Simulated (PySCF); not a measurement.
```xyz
2

Ge    0.0000    0.0000   -0.2793
N     0.0000    0.0000    1.4747
```

All numbers below come from PBE0/aug-cc-pVDZ(-PP), non-relativistic Hamiltonian with scalar-relativistic core potentials where named, at a bond length of 1.754 Å (PySCF).

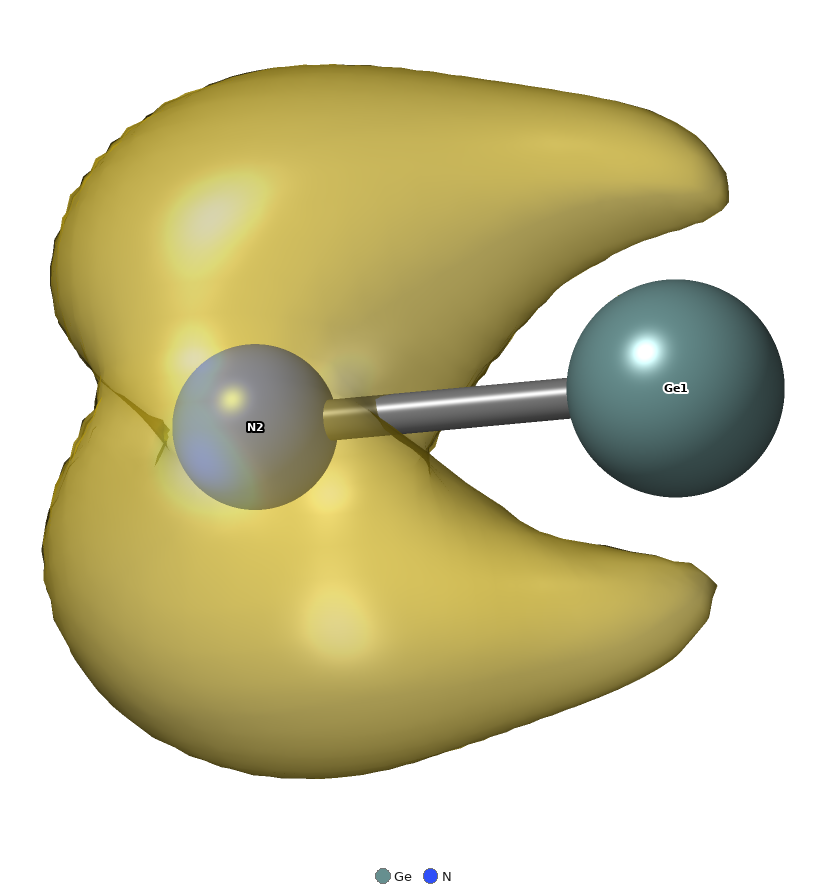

GeN (doublet). Isosurfaces of the spin density (α minus β) at +0.03 (yellow) and −0.03 e/Å³ (cyan), seen from one side.

Q: Describe the spin distribution.

A: The unpaired spin (1 electron) lies mostly on N2 (about 0.9) and Ge1 (about 0.1), in electrons by Hirshfeld's partition.
